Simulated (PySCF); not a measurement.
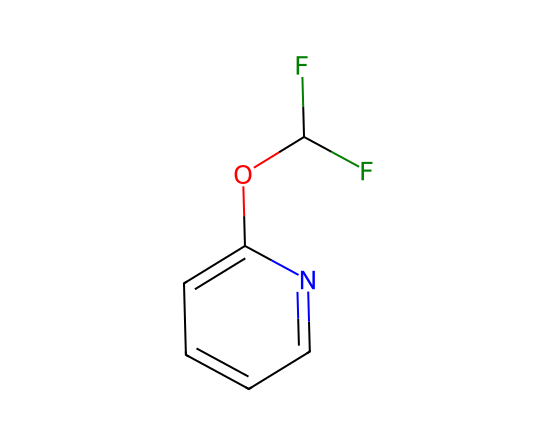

Give its SMILES.

Answer. FC(F)Oc1ccccn1

Give the formula, hydrogens included.

Answer. C6H5F2NO.

An optimisation with PBE0-D3(BJ)/def2-SVP gave a structure of which point group?

Answer. C1. Other conformers may differ.

More results for the same structure follow; atom numbers are the same in all pictures, views and colours differ. The geometry was computed by an optimisation with PBE0-D3(BJ)/def2-SVP. No frequency run is at hand to confirm it as a minimum.

## Geometry

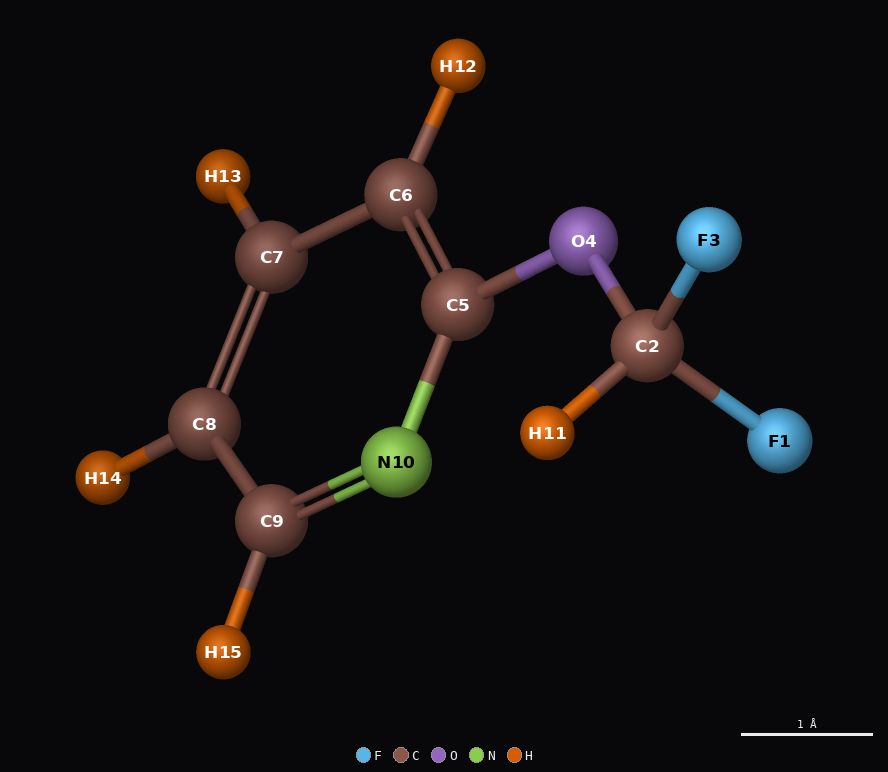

No frequency run is at hand to confirm it as a minimum.

What is the geometry at O4?

Answer. O4 has 2 neighbours (C2 at 1.37, C5 at 1.36 Å); the arrangement is bent.

What is the geometry at C2?

Answer. C2 has 4 neighbours (F1 at 1.34, F3 at 1.33, O4 at 1.37, H11 at 1.10 Å); the arrangement is tetrahedral.

What is the geometry at C5?

Answer. C5 has 3 neighbours (O4 at 1.36, C6 at 1.40, N10 at 1.32 Å); the arrangement is trigonal planar.

Describe the coordination of atom 6.

Answer. C6 has 3 neighbours (C5 at 1.40, C7 at 1.39, H12 at 1.09 Å); the arrangement is trigonal planar.

What is the dihedral angle C2–O4–C5–N10?

Answer. 2° in size, that is syn (eclipsed).

## Dipole moment

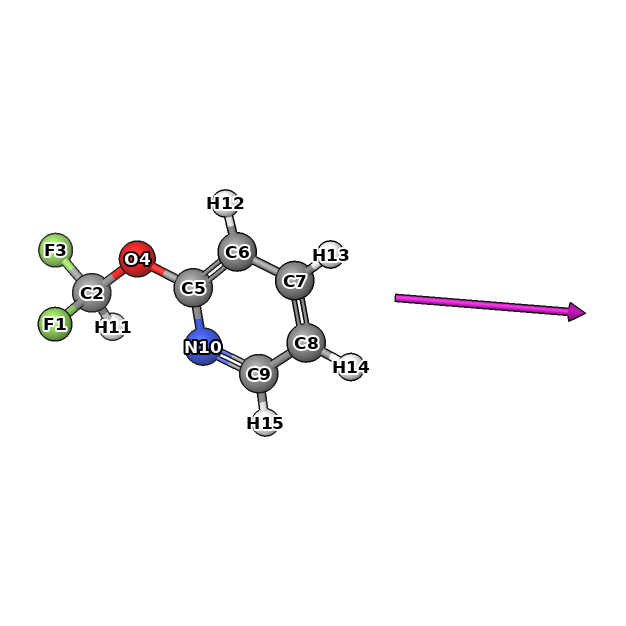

The arrow beside the molecule shows the direction of the dipole moment, from the negative to the positive end (its length means nothing). No frequency run is at hand to confirm it as a minimum. Properties computed with PBE0/def2-SVPD in cyclohexane (IEF-PCM) (PySCF 2.14.0).

Estimate the dipole moment.

Answer. 4.09 D; it points from the side of F3 to the side of H14 (the outermost atoms at the two ends).

## Excitation

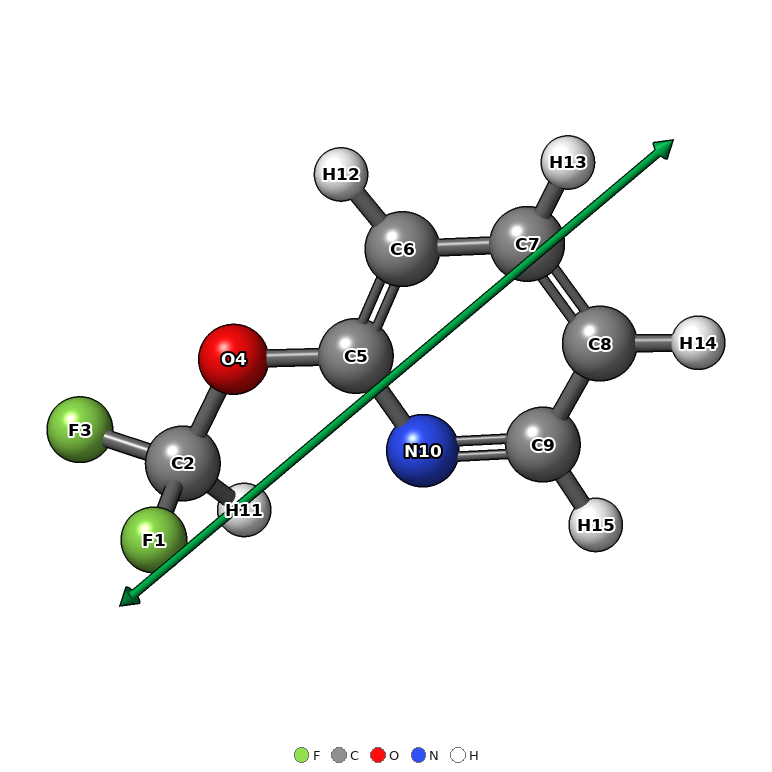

The double arrow shows the direction of the transition dipole to excited singlet state 4 (its length means nothing). No frequency run is at hand to confirm it as a minimum. Level of theory: TDDFT PBE0/def2-SVPD, vertical, IEF-PCM cyclohexane (non-equilibrium linear response), core orbitals frozen in the response (PySCF 2.14.0).

Where does the transition lie, and how strong is it?

Answer. 6.16 eV (201 nm), oscillator strength 0.15, mainly HOMO → LUMO+1 (weight 0.77); transition dipole 2.56 D.

## NMR shielding

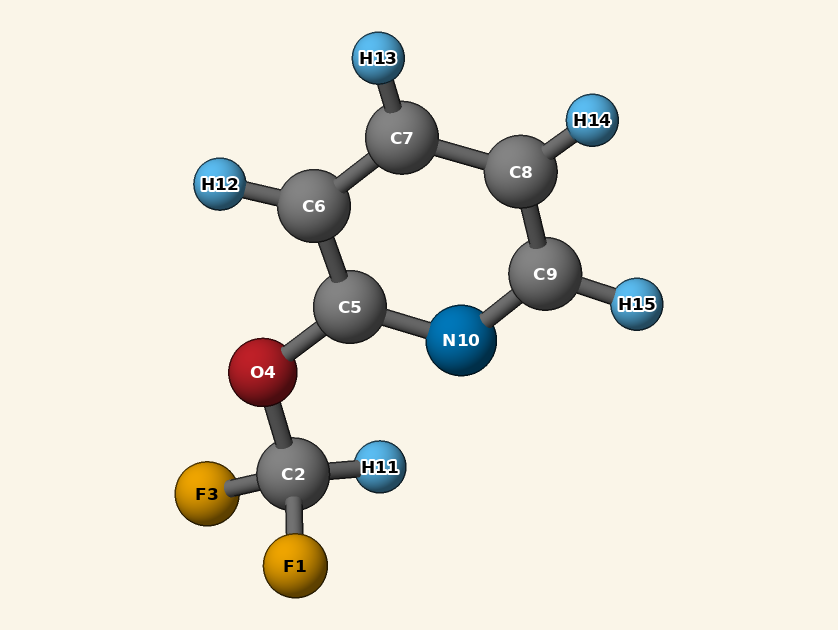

No frequency run is at hand to confirm it as a minimum. Level of theory: GIAO PBE0/pcSseg-1 NMR shielding, non-relativistic, IEF-PCM water (PySCF 2.14.0). Principal shieldings σ11 ≤ σ22 ≤ σ33, span Ω = σ33 − σ11, skew κ = 3(σiso − σ22)/Ω.

Give the shielding tensors of the O atoms.

```json
{"atom": "O4", "σ11": "78.6", "σ22": "158.1", "σ33": "189.9", "σiso": "142.2", "Ω": "111.3", "κ": "−0.43"}
```

Shieldings and span in ppm.

## Quadrupole coupling

No frequency run is at hand to confirm it as a minimum. Electric field gradients from the ground-state density, PBE0/pcSseg-1 in cyclohexane (IEF-PCM) (PySCF 2.14.0), non-relativistic apart from any core potentials.

Give the largest field-gradient component, the quadrupole coupling constant and the asymmetry for 17O at O4 (Q = −25.6 mb), 14N at N10 (Q = 20.44 mb).

```json
{"atom": "O4", "V_zz (a.u.)": "1.841", "e²qQ/h (MHz)": "−11.08", "η": "0.58"}
{"atom": "N10", "V_zz (a.u.)": "−1.001", "e²qQ/h (MHz)": "−4.81", "η": "0.10"}
```
